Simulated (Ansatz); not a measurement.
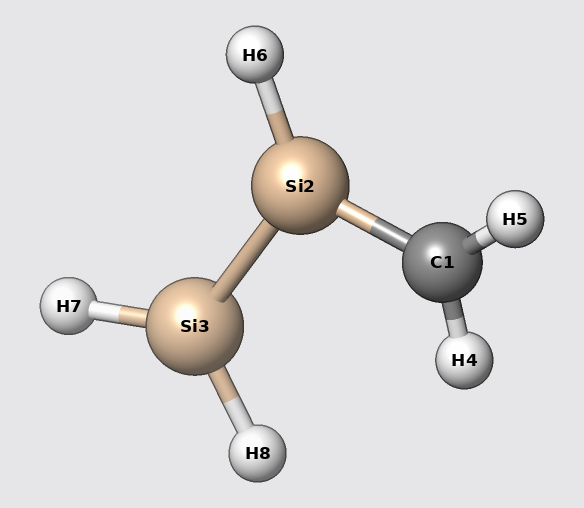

State: charge +1, singlet. The computed structure is the end point of a PBE0-D4/def2-TZVP optimisation. No frequency run is at hand to confirm it as a minimum.

Which atoms are bonded, and how long are the bonds?

| bond | length (Å) | order |
| --- | --- | --- |
| C1–Si2 | 1.735 | single |
| C1–H4 | 1.086 | single |
| C1–H5 | 1.087 | single |
| Si2–Si3 | 2.239 | double |
| Si2–H6 | 1.470 | single |
| Si3–H7 | 1.476 | single |
| Si3–H8 | 1.476 | single |
